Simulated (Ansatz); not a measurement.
## Run report: GeH₄ClOF, nudged elastic band

System: GeH₄ClOF.
Method: RKS PBE/def2-SVP (Ansatz 0.2.0).

One setting was made poor on purpose. It belongs to a series of runs on one base structure; here: band between the two ends.

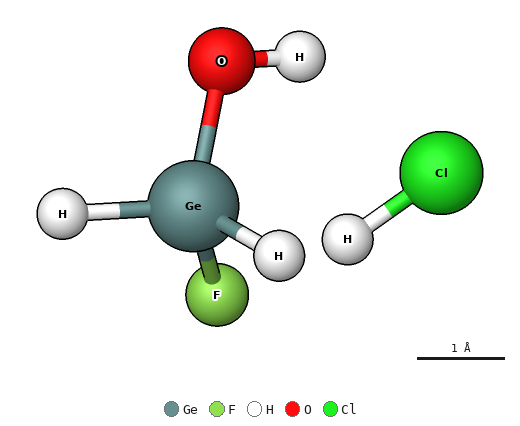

*The input geometry (ball-and-stick view, seen at a tilt). Sticks mark near contacts.*

Bond lengths as drawn: Cl–H 1.32 Å, F–Ge 1.80 Å, Ge–H 1.54 to 1.55 Å, Ge–O 1.77 Å and H–O 0.98 Å.

### Results in brief

```tsv
quantity	value
outcome	converged
barrier, forward	0.268 eV
barrier, backward	0.113 eV
hardware	2 threads of Arm Neoverse V2, 24 GiB of memory available, shared host
wall time	3 min (CPU time 5.9 min)
peak memory	0.14 GiB
```

### Notes

A deliberately poor setting: few images. The order of the saddle point was not checked.

### The input
```yaml
crystal:
  periodic: [false, false, false]
  atoms:
    - { symbol: Ge, position_ang: [-0.120768, 0.234685, -0.120719] }
    - { symbol: F, position_ang: [0.199909, 0.16697, 1.649524] }
    - { symbol: H, position_ang: [1.290783, 0.211856, -0.753416] }
    - { symbol: H, position_ang: [-0.992011, 1.480768, -0.359564] }
    - { symbol: O, position_ang: [-1.123911, -1.179794, -0.489863] }
    - { symbol: H, position_ang: [-0.676938, -1.99276, -0.164363] }
    - { symbol: Cl, position_ang: [0.844918, -2.784795, 1.602024] }
    - { symbol: H, position_ang: [0.595718, -1.52993, 1.937177] }
basis:
  gaussian: { orbitals: def2-SVP }
hamiltonian:
  xc: pbe
neb:
  order_check: false
  images: 3
  f_tol: 0.03
  max_iterations: 60
  climbing: false
  final_atoms:
    - { symbol: Ge, position_ang: [0.27901063, -0.34475564, -0.28879836] }
    - { symbol: F, position_ang: [-0.58716711, -0.23964545, 2.73012493] }
    - { symbol: H, position_ang: [1.09151452, -0.3085299, -1.60897528] }
    - { symbol: H, position_ang: [-0.01054524, 0.99853524, 0.39110683] }
    - { symbol: O, position_ang: [-1.28749627, -1.1648284, -0.5140487] }
    - { symbol: H, position_ang: [-1.18449104, -1.99062781, -1.02439269] }
    - { symbol: Cl, position_ang: [1.55927759, -1.55172332, 1.07086338] }
    - { symbol: H, position_ang: [0.15759692, -0.79142472, 2.54491989] }
  initial_path:
    images:
      - { positions_ang: [[-0.120768, 0.234685, -0.120719], [0.199909, 0.16697, 1.649524], [1.290783, 0.211856, -0.753416], [-0.992011, 1.480768, -0.359564], [-1.123911, -1.179794, -0.489863], [-0.676938, -1.99276, -0.164363], [0.844918, -2.784795, 1.602024], [0.595718, -1.52993, 1.937177]] }
      - { positions_ang: [[-0.07088824, 0.12007696, -0.05549253], [0.11646546, 0.07233504, 1.84417439], [1.3584779, 0.12333286, -0.64912359], [-0.88761671, 1.37335262, -0.41435762], [-0.9862175, -1.31148395, -0.53379168], [-0.97618254, -1.95951583, 0.01770944], [0.9075233, -2.48767026, 1.17513442], [0.55613834, -1.32342744, 1.91654717]] }
      - { positions_ang: [[-0.02100848, 0.00546892, 0.00973394], [0.03302192, -0.02229993, 2.03882478], [1.42617279, 0.03480972, -0.54483119], [-0.78322241, 1.26593724, -0.46915123], [-0.84852401, -1.4431739, -0.57772036], [-1.27542708, -1.92627165, 0.19978188], [0.97012859, -2.19054552, 0.74824483], [0.51655867, -1.11692488, 1.89591735]] }
      - { positions_ang: [[0.12900108, -0.16964336, -0.13953221], [-0.2770726, -0.13097269, 2.38447485], [1.25884366, -0.13686009, -1.07690323], [-0.39688382, 1.13223624, -0.0390222], [-1.06801014, -1.30400115, -0.54588453], [-1.22995906, -1.95844973, -0.4123054], [1.26470309, -1.87113442, 0.90955411], [0.3370778, -0.9541748, 2.22041862]] }
      - { positions_ang: [[0.27901063, -0.34475564, -0.28879836], [-0.58716711, -0.23964545, 2.73012493], [1.09151452, -0.3085299, -1.60897528], [-0.01054524, 0.99853524, 0.39110683], [-1.28749627, -1.1648284, -0.5140487], [-1.18449104, -1.99062781, -1.02439269], [1.55927759, -1.55172332, 1.07086338], [0.15759692, -0.79142472, 2.54491989]] }
```

Command:
```bash
ansatz run input.yaml --threads 2 --pin off --max-ram 3072MiB --backend cpu --events-out ev --progress --plain --runs-dir out
```

### What the program printed
```
Engine: ansatz 0.2.0, aarch64-unknown-linux-gnu
Functional definition: PBE
  parameter kappa = 0.804
  parameter beta = 0.06672455060314922
  exchange = pbe_x(kappa = kappa, mu = beta*pi^2/3)
  correlation = pbe_c(beta = beta)
1069 factors; their error is unknown
mean field evaluation 1: about -73831.5570 eV, gradient 6.4e1 eV
mean field evaluation 2: about -73780.7594 eV, gradient 1.6e2 eV
mean field evaluation 4: about -73837.7941 eV, gradient 1.8e1 eV
mean field evaluation 8: about -73838.2955 eV, gradient 2.7e-1 eV
mean field evaluation 16: about -73838.2345 eV, gradient 6.2e-5 eV
mean field -73838.23451448 eV, -2713.5050690541 hartree, gradient 6.2e-5 eV, S^2 0.000000; 0 other end points of the search recorded, 0 dependent functions left out
the calculation of the forces begins
reference -73838.23454637 eV, -2713.5050702262 hartree; 35, 35 occupied and 63, 63 virtual orbitals, 1069 factors
1069 factors; their error is unknown
mean field evaluation 32: about -73838.0794 eV, gradient 3.4e-4 eV
mean field -73838.07942162 eV, -2713.4993694969 hartree, gradient 7.3e-5 eV, S^2 0.000000; 0 other end points of the search recorded, 0 dependent functions left out
[... from here on the field's lines of each further geometry are left out, up to the last ...]
NEB iter   1: max|band force component| = 4.072e1 eV/Å  barrier→ = 5.7669 eV  barrier← = 5.6118 eV  Δτ_max = 0.1972 Å  (132 SCF iters)
NEB iter   2: max|band force component| = 2.822e0 eV/Å  barrier→ = 1.8555 eV  barrier← = 1.7004 eV  Δτ_max = 0.2000 Å  (97 SCF iters)
NEB iter   3: max|band force component| = 1.926e0 eV/Å  barrier→ = 1.3566 eV  barrier← = 1.2015 eV  Δτ_max = 0.1995 Å  (89 SCF iters)
NEB iter   4: max|band force component| = 9.923e-1 eV/Å  barrier→ = 1.0193 eV  barrier← = 0.8642 eV  Δτ_max = 0.2000 Å  (90 SCF iters)
NEB iter   5: max|band force component| = 2.380e0 eV/Å  barrier→ = 1.0012 eV  barrier← = 0.8461 eV  Δτ_max = 0.1000 Å  (87 SCF iters)
NEB iter   6: max|band force component| = 6.235e-1 eV/Å  barrier→ = 0.8465 eV  barrier← = 0.6914 eV  Δτ_max = 0.1964 Å  (78 SCF iters)
NEB iter   7: max|band force component| = 7.517e-1 eV/Å  barrier→ = 0.7707 eV  barrier← = 0.6156 eV  Δτ_max = 0.0998 Å  (88 SCF iters)
NEB iter   8: max|band force component| = 3.260e-1 eV/Å  barrier→ = 0.7500 eV  barrier← = 0.5949 eV  Δτ_max = 0.1964 Å  (78 SCF iters)
NEB iter   9: max|band force component| = 5.759e-1 eV/Å  barrier→ = 0.7576 eV  barrier← = 0.6025 eV  Δτ_max = 0.0974 Å  (83 SCF iters)
NEB iter  10: max|band force component| = 3.322e-1 eV/Å  barrier→ = 0.6884 eV  barrier← = 0.5333 eV  Δτ_max = 0.0994 Å  (81 SCF iters)
NEB iter  11: max|band force component| = 2.747e-1 eV/Å  barrier→ = 0.6293 eV  barrier← = 0.4742 eV  Δτ_max = 0.0996 Å  (82 SCF iters)
NEB iter  12: max|band force component| = 2.749e-1 eV/Å  barrier→ = 0.5667 eV  barrier← = 0.4116 eV  Δτ_max = 0.0994 Å  (81 SCF iters)
NEB iter  13: max|band force component| = 1.576e-1 eV/Å  barrier→ = 0.5230 eV  barrier← = 0.3679 eV  Δτ_max = 0.0995 Å  (82 SCF iters)
NEB iter  14: max|band force component| = 1.850e-1 eV/Å  barrier→ = 0.5457 eV  barrier← = 0.3906 eV  Δτ_max = 0.0498 Å  (83 SCF iters)
NEB iter  15: max|band force component| = 1.095e-1 eV/Å  barrier→ = 0.5577 eV  barrier← = 0.4026 eV  Δτ_max = 0.0499 Å  (80 SCF iters)
NEB iter  16: max|band force component| = 8.186e-2 eV/Å  barrier→ = 0.5639 eV  barrier← = 0.4089 eV  Δτ_max = 0.0498 Å  (80 SCF iters)
NEB iter  17: max|band force component| = 8.214e-2 eV/Å  barrier→ = 0.5749 eV  barrier← = 0.4198 eV  Δτ_max = 0.0250 Å  (81 SCF iters)
NEB iter  18: max|band force component| = 7.674e-2 eV/Å  barrier→ = 0.5822 eV  barrier← = 0.4271 eV  Δτ_max = 0.0250 Å  (80 SCF iters)
NEB iter  19: max|band force component| = 8.475e-2 eV/Å  barrier→ = 0.5914 eV  barrier← = 0.4363 eV  Δτ_max = 0.0499 Å  (80 SCF iters)
NEB iter  20: max|band force component| = 8.183e-2 eV/Å  barrier→ = 0.6080 eV  barrier← = 0.4529 eV  Δτ_max = 0.0499 Å  (80 SCF iters)
NEB iter  21: max|band force component| = 7.598e-2 eV/Å  barrier→ = 0.6261 eV  barrier← = 0.4710 eV  Δτ_max = 0.0499 Å  (81 SCF iters)
NEB iter  22: max|band force component| = 7.992e-2 eV/Å  barrier→ = 0.6461 eV  barrier← = 0.4910 eV  Δτ_max = 0.0498 Å  (78 SCF iters)
NEB iter  23: max|band force component| = 7.246e-2 eV/Å  barrier→ = 0.6653 eV  barrier← = 0.5102 eV  Δτ_max = 0.0500 Å  (77 SCF iters)
NEB iter  24: max|band force component| = 7.615e-2 eV/Å  barrier→ = 0.6863 eV  barrier← = 0.5312 eV  Δτ_max = 0.1000 Å  (77 SCF iters)
NEB iter  25: max|band force component| = 8.372e-2 eV/Å  barrier→ = 0.7264 eV  barrier← = 0.5713 eV  Δτ_max = 0.0998 Å  (80 SCF iters)
NEB iter  26: max|band force component| = 7.054e-2 eV/Å  barrier→ = 0.7535 eV  barrier← = 0.5984 eV  Δτ_max = 0.0998 Å  (80 SCF iters)
NEB iter  27: max|band force component| = 9.117e-2 eV/Å  barrier→ = 0.7703 eV  barrier← = 0.6153 eV  Δτ_max = 0.0498 Å  (78 SCF iters)
NEB iter  28: max|band force component| = 8.964e-2 eV/Å  barrier→ = 0.7700 eV  barrier← = 0.6149 eV  Δτ_max = 0.0499 Å  (71 SCF iters)
NEB iter  29: max|band force component| = 1.005e-1 eV/Å  barrier→ = 0.7661 eV  barrier← = 0.6110 eV  Δτ_max = 0.0499 Å  (74 SCF iters)
NEB iter  30: max|band force component| = 1.100e-1 eV/Å  barrier→ = 0.7561 eV  barrier← = 0.6010 eV  Δτ_max = 0.0499 Å  (74 SCF iters)
NEB iter  31: max|band force component| = 1.407e-1 eV/Å  barrier→ = 0.7346 eV  barrier← = 0.5795 eV  Δτ_max = 0.0491 Å  (76 SCF iters)
NEB iter  32: max|band force component| = 1.696e-1 eV/Å  barrier→ = 0.7060 eV  barrier← = 0.5509 eV  Δτ_max = 0.0491 Å  (74 SCF iters)
NEB iter  33: max|band force component| = 1.858e-1 eV/Å  barrier→ = 0.6699 eV  barrier← = 0.5148 eV  Δτ_max = 0.0498 Å  (77 SCF iters)
NEB iter  34: max|band force component| = 1.845e-1 eV/Å  barrier→ = 0.6287 eV  barrier← = 0.4736 eV  Δτ_max = 0.0498 Å  (75 SCF iters)
NEB iter  35: max|band force component| = 2.093e-1 eV/Å  barrier→ = 0.5828 eV  barrier← = 0.4277 eV  Δτ_max = 0.0498 Å  (75 SCF iters)
NEB iter  36: max|band force component| = 2.246e-1 eV/Å  barrier→ = 0.5385 eV  barrier← = 0.3834 eV  Δτ_max = 0.0498 Å  (74 SCF iters)
NEB iter  37: max|band force component| = 2.194e-1 eV/Å  barrier→ = 0.4948 eV  barrier← = 0.3397 eV  Δτ_max = 0.0988 Å  (77 SCF iters)
NEB iter  38: max|band force component| = 2.264e-1 eV/Å  barrier→ = 0.4222 eV  barrier← = 0.2671 eV  Δτ_max = 0.1961 Å  (78 SCF iters)
NEB iter  39: max|band force component| = 1.975e-1 eV/Å  barrier→ = 0.2763 eV  barrier← = 0.1212 eV  Δτ_max = 0.0686 Å  (83 SCF iters)
NEB iter  40: max|band force component| = 1.308e-1 eV/Å  barrier→ = 0.2484 eV  barrier← = 0.0933 eV  Δτ_max = 0.0497 Å  (78 SCF iters)
NEB iter  41: max|band force component| = 5.263e-2 eV/Å  barrier→ = 0.2550 eV  barrier← = 0.0999 eV  Δτ_max = 0.0460 Å  (79 SCF iters)
NEB iter  42: max|band force component| = 4.781e-2 eV/Å  barrier→ = 0.2657 eV  barrier← = 0.1106 eV  Δτ_max = 0.0094 Å  (77 SCF iters)
NEB iter  43: max|band force component| = 3.397e-2 eV/Å  barrier→ = 0.2667 eV  barrier← = 0.1116 eV  Δτ_max = 0.0069 Å  (80 SCF iters)
the calculation of the forces begins
reference -73838.04953234 eV, -2713.4982710858 hartree; 35, 35 occupied and 63, 63 virtual orbitals, 1069 factors
1069 factors; their error is unknown
mean field evaluation 896: about -73831.2289 eV, gradient 6.4e1 eV
mean field -73837.96647619 eV, -2713.4952188286 hartree, gradient 4.8e-5 eV, S^2 0.000000; 1 other end points of the search recorded, 0 dependent functions left out
the calculation of the forces begins
reference -73837.96650888 eV, -2713.4952200301 hartree; 35, 35 occupied and 63, 63 virtual orbitals, 1069 factors
NEB iter  44: max|band force component| = 1.877e-2 eV/Å  barrier→ = 0.2680 eV  barrier← = 0.1129 eV  Δτ_max = 0.0000 Å  (158 SCF iters)
```

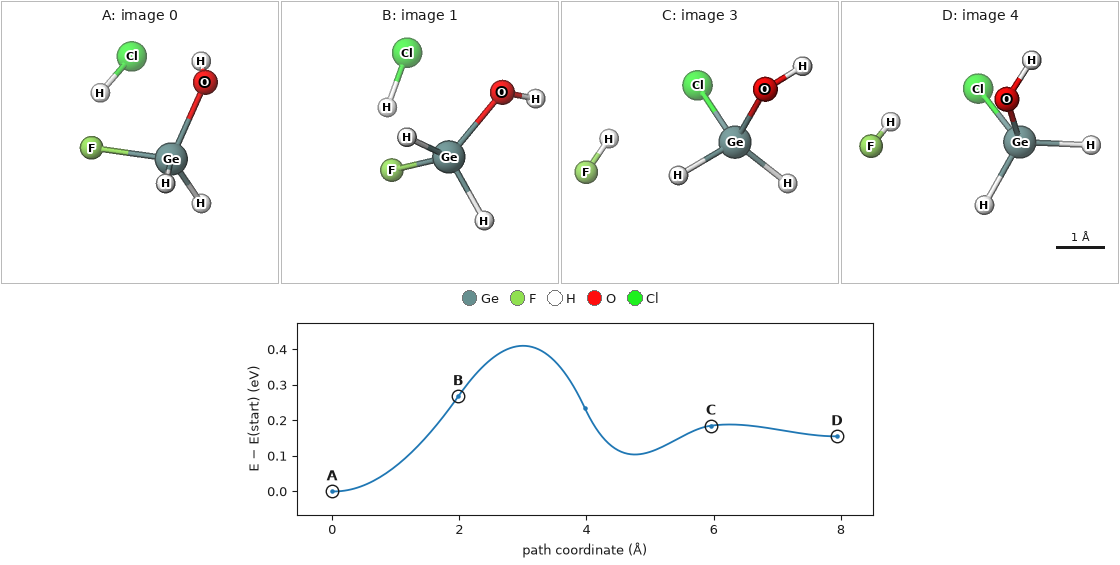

*Images of the last band (counted from 0; ball-and-stick, seen at a tilt) above the energy along the path; the line is a cubic interpolation that uses the forces.*

The highest image is number 1, 0.268 eV above the start and 0.113 eV above the end; the end lies 0.155 eV above the start. The path is 7.94 Å long. The band converged in 44 iterations.

```
Total energy: -73837.96650888 eV, -2713.4952200301 hartree
Atom 0 at    -0.120649     0.125459    -0.148901 Å, force     0.022385     0.124849    -0.051748 eV/Å
Atom 1 at     1.038419     0.064310     1.235830 Å, force    -0.096530    -0.065656    -0.132307 eV/Å
Atom 2 at     0.872994     0.450323    -1.281433 Å, force    -0.024756     0.112474    -0.117954 eV/Å
Atom 3 at    -1.190504     1.105862     0.346062 Å, force    -0.013780     0.096203    -0.077573 eV/Å
Atom 4 at    -1.054788    -1.338427    -0.531156 Å, force     0.086171     0.009968     0.114048 eV/Å
Atom 5 at    -0.537502    -2.053213    -0.948478 Å, force     0.067139     0.021334     0.104976 eV/Å
Atom 6 at     0.240020    -2.464967     2.444225 Å, force     0.056002    -0.103337     0.159415 eV/Å
Atom 7 at     0.769710    -1.282346     2.184651 Å, force    -0.096630    -0.195835     0.001143 eV/Å
Dipole moment:     0.072463     0.324497    -0.623461 e Å
this run last wrote the band of iteration 44 to [file]
```

### The last band as extended XYZ (Å, eV, eV/Å)
```
8
Properties=species:S:1:pos:R:3:forces:R:3 image=0 energy=-73838.23451
Ge   -0.1208    0.2347   -0.1207    0.0033   0.0018  -0.0003
F     0.1999    0.1670    1.6495    0.0053  -0.0024  -0.0033
H     1.2908    0.2119   -0.7534   -0.0023   0.0030   0.0020
H    -0.9920    1.4808   -0.3596   -0.0046   0.0007  -0.0002
O    -1.1239   -1.1798   -0.4899    0.0036   0.0087   0.0010
H    -0.6769   -1.9928   -0.1644    0.0000  -0.0153  -0.0003
Cl    0.8449   -2.7848    1.6020   -0.0046  -0.0043  -0.0019
H     0.5957   -1.5299    1.9372   -0.0007   0.0078   0.0029
8
Properties=species:S:1:pos:R:3:forces:R:3 image=1 energy=-73837.96648
Ge   -0.1206    0.1255   -0.1489    0.0224   0.1248  -0.0517
F     1.0384    0.0643    1.2358   -0.0965  -0.0657  -0.1323
H     0.8730    0.4503   -1.2814   -0.0248   0.1125  -0.1180
H    -1.1905    1.1059    0.3461   -0.0138   0.0962  -0.0776
O    -1.0548   -1.3384   -0.5312    0.0862   0.0100   0.1140
H    -0.5375   -2.0532   -0.9485    0.0671   0.0213   0.1050
Cl    0.2400   -2.4650    2.4442    0.0560  -0.1033   0.1594
H     0.7697   -1.2823    2.1847   -0.0966  -0.1958   0.0011
8
Properties=species:S:1:pos:R:3:forces:R:3 image=2 energy=-73837.99855
Ge   -0.2540   -0.4367    0.0472   -0.0254  -0.1793   0.0599
F     1.1677    0.4545    1.9896    0.0828   0.0978   0.2059
H     1.0537    0.0514   -0.6265    0.0390  -0.1652   0.1779
H    -1.2468    0.6327    0.5383    0.0238  -0.1133   0.0803
O    -1.1769   -1.4120   -1.1298   -0.0885  -0.0091  -0.1633
H    -0.6196   -2.1627   -1.4095   -0.0979  -0.0415  -0.1202
Cl    0.0961   -2.0634    1.6307   -0.0432   0.1454  -0.2527
H     0.9975   -0.4567    2.2608    0.1096   0.2651   0.0122
8
Properties=species:S:1:pos:R:3:forces:R:3 image=3 energy=-73838.04950
Ge    0.0122   -0.5327   -0.2293   -0.0078   0.0012   0.0050
F     0.3325    0.5001    2.9341    0.0118  -0.0022  -0.0143
H     1.1565   -0.1609   -1.2050   -0.0016   0.0050   0.0107
H    -0.6325    0.5843    0.5979   -0.0110  -0.0002  -0.0004
O    -1.3354   -1.3606   -1.0578    0.0112  -0.0007  -0.0024
H    -1.0261   -2.0836   -1.6354    0.0049   0.0010   0.0015
Cl    0.9463   -1.9556    1.1987   -0.0132  -0.0022   0.0060
H     0.5642   -0.3840    2.6975    0.0058  -0.0017  -0.0062
8
Properties=species:S:1:pos:R:3:forces:R:3 image=4 energy=-73838.07942
Ge    0.2790   -0.3448   -0.2888   -0.0156   0.0101   0.0042
F    -0.5872   -0.2396    2.7301    0.0053   0.0008   0.0104
H     1.0915   -0.3085   -1.6090    0.0045  -0.0061   0.0053
H    -0.0105    0.9985    0.3911    0.0016  -0.0063  -0.0023
O    -1.2875   -1.1648   -0.5140    0.0200  -0.0104  -0.0099
H    -1.1845   -1.9906   -1.0244   -0.0084   0.0097   0.0102
Cl    1.5593   -1.5517    1.0709    0.0016   0.0031  -0.0067
H     0.1576   -0.7914    2.5449   -0.0090  -0.0009  -0.0114
```
